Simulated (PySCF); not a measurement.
Si(Me)(Vi)(OH)(OMe), C4H10O2Si, SMILES C=C[Si](C)(O)OC, singlet at its GFN2-xTB optimised geometry (Å):

```
17

C     -0.8656    -1.7270    -1.8741
C     -1.2303    -0.5105    -1.4992
Si    -0.5449     0.4225     0.0000
C      1.3558     0.4225     0.0000
O     -1.0759     1.9599     0.0000
O     -1.1770    -0.1907     1.3865
C     -1.0668    -1.5026     1.8509
H     -1.3037    -2.2314    -2.7227
H     -0.1012    -2.2800    -1.3507
H     -1.9983    -0.0126    -2.0799
H      1.7581    -0.5805    -0.1071
H      1.7456     1.0188    -0.8177
H      1.7453     0.8392     0.9248
H     -1.7581     2.2102     0.6176
H     -1.4376    -2.2102     1.1051
H     -0.0272    -1.7473     2.0814
H     -1.6656    -1.5879     2.7583
```

Level of theory: CAM-B3LYP/def2-SVP in PySCF. Cells within 0.4 Å of a nucleus heavier than hydrogen are left out (blank, or x).

Map of the Laplacian of the electron density (e/bohr⁵) on the plane z = 1.5 Å:

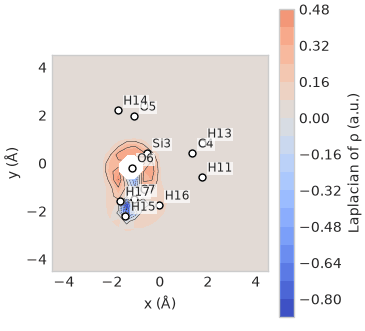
Figure: Laplacian of the electron density (e/bohr⁵) on the plane z = 1.5 Å.
